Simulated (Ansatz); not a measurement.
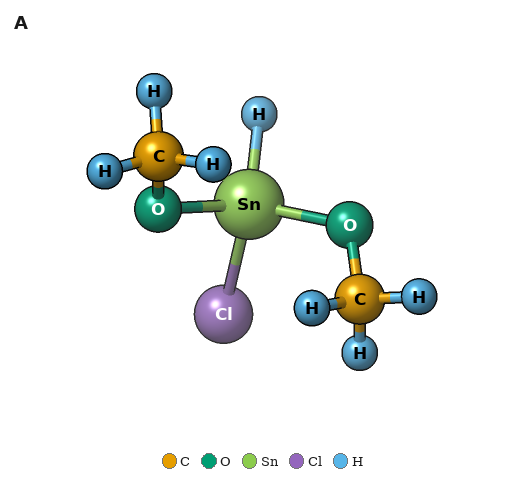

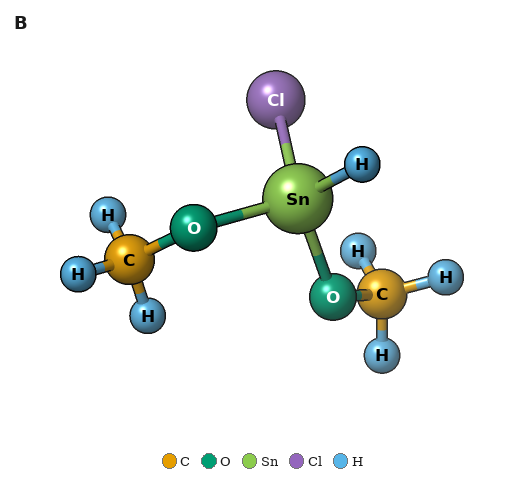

2 stationary structures of one formula. Geometries: PBE0-D4/def2-TZVP. Electronic energies: PBE0-D4/def2-TZVP (Ansatz 0.2.0), without zero-point energy. No frequency run is at hand to confirm each as a minimum.

Rank them by energy, lowest first.

B is lowest; A lies 3.7 kJ/mol above it.
